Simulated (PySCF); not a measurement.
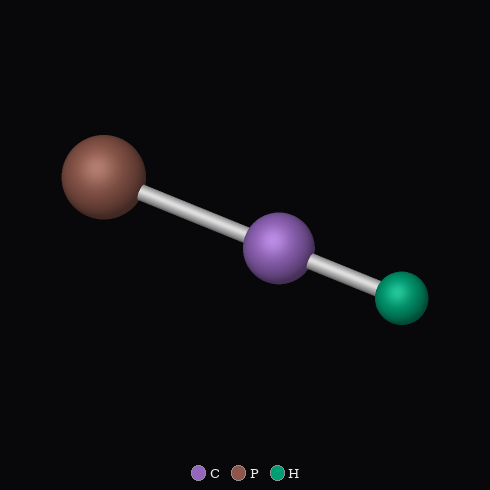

Rendered structure (ball-and-stick style).

The geometry was computed by an optimisation with PBE0-D3(BJ)/def2-TZVP. No frequency run is at hand to confirm it as a minimum.

Identify the structure.

It has 3 atoms: 1 carbon, 1 hydrogen and 1 phosphorus (CHP). SMILES: `C#P`. This geometry has C∞v symmetry. All atoms lie on one line. Coordination: 1 C linear.

More results for the same structure follow; atom numbers are the same in all pictures, views and colours differ.

**Dipole moment**

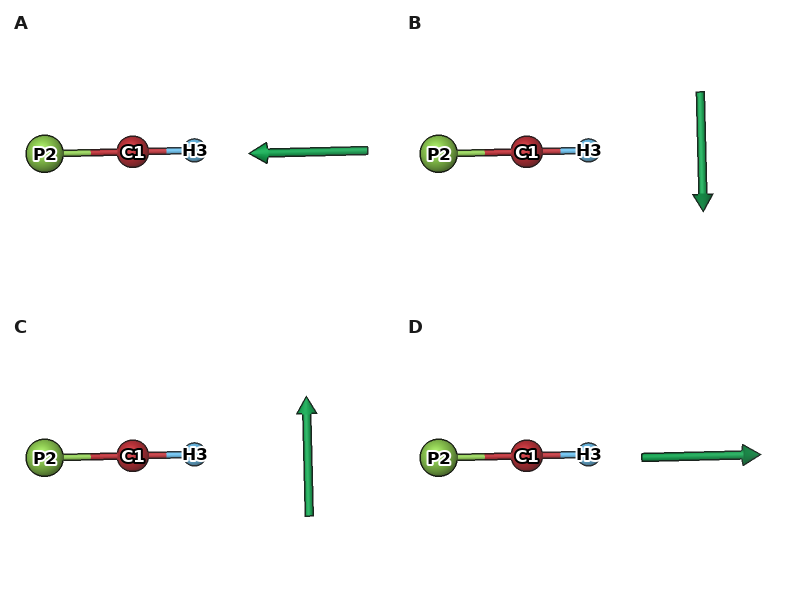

The same molecule four times, each with an arrow. No frequency run is at hand to confirm it as a minimum. Method: WP04/pcSseg-2 in chloroform (IEF-PCM) (PySCF 2.14.0).

Question: Which arrow points along the dipole moment, from the negative to the positive end?

Answer: D. The dipole moment is 0.30 D; it points from the side of P2 to the side of H3 (the outermost atoms at the two ends).

**NMR shielding**

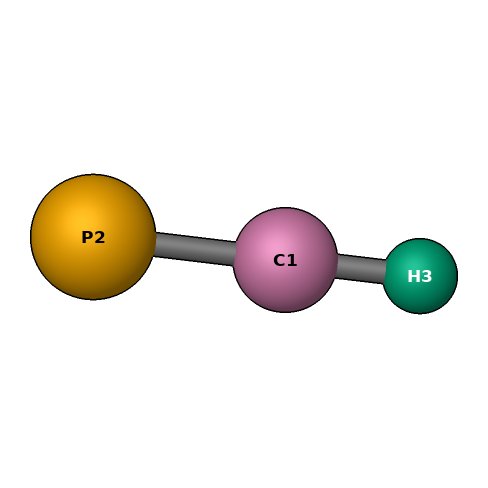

No frequency run is at hand to confirm it as a minimum. Method: GIAO ωB97X-D/pcSseg-2 NMR shielding, non-relativistic, gas phase (PySCF 2.14.0). Principal shieldings σ11 ≤ σ22 ≤ σ33, span Ω = σ33 − σ11, skew κ = 3(σiso − σ22)/Ω.

Give the shielding tensors of the P atoms.

```csv
atom,σ11,σ22,σ33,σiso,Ω,κ
P2,−7.3,−7.3,968.2,317.9,975.5,1.00
```

Shieldings and span in ppm.

**Excitation**

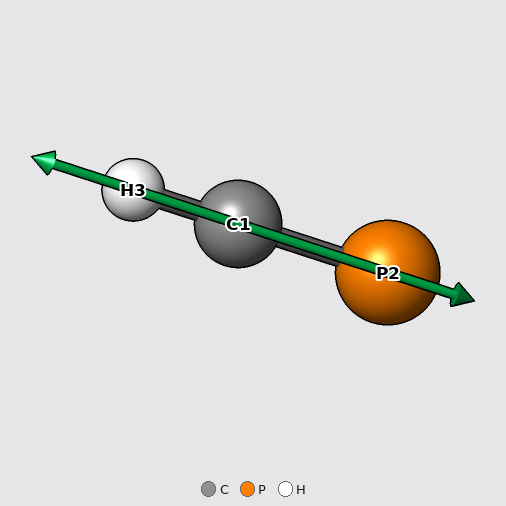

The double arrow shows the direction of the transition dipole to excited singlet state 8 (its length means nothing). No frequency run is at hand to confirm it as a minimum. Method: TDDFT ωB97X-D/aug-cc-pVTZ, vertical, gas phase, core orbitals frozen in the response (PySCF 2.14.0).

Question: How is the transition polarised?

Answer: Along the molecular axis.

Question: Give its energy, strength and character.

Answer: 7.69 eV (161 nm), oscillator strength 0.51, of mixed character, with the largest part HOMO → LUMO+1 (weight 0.41); transition dipole 4.18 D.
